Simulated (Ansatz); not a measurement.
```yaml
atoms:
  - { symbol: Si, position_ang: [-0.5470, -0.2007, -0.0146] }
  - { symbol: F, position_ang: [0.9841, -0.6396, 0.8295] }
  - { symbol: F, position_ang: [-0.3565, -1.2522, -1.1727] }
  - { symbol: F, position_ang: [-1.5908, 0.8540, -0.5947] }
  - { symbol: H, position_ang: [-1.2879, -0.6555, 1.1641] }
  - { symbol: H, position_ang: [1.5734, 0.2980, 0.3559] }
  - { symbol: Br, position_ang: [1.2247, 1.5961, -0.5676] }
```

A transition-state structure; geometry: PBE0-D4/def2-TZVP.

Level of theory: RKS PBE0-D4/def2-TZVPP (Ansatz 0.2.0).

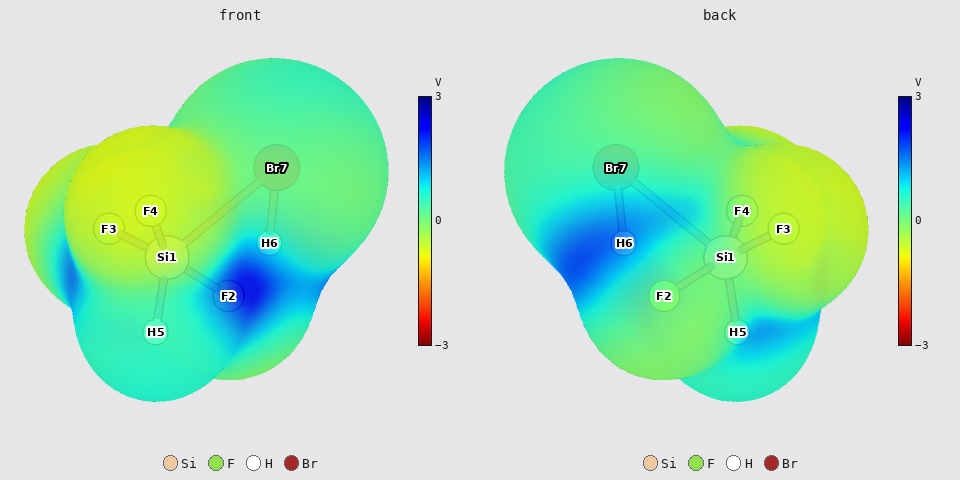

BrF₃H₂Si. The electrostatic potential painted on the density surface at 0.002 e/bohr³, seen from the front and from behind; the colour scale runs from red (negative) to blue (positive).

### Where is the surface potential most negative and most positive?

The most negative region (about −0.7 V, or −16 kcal/mol for a unit charge) lies over F4, the most positive (about +2.2 V, or +51 kcal/mol for a unit charge) over Si1.
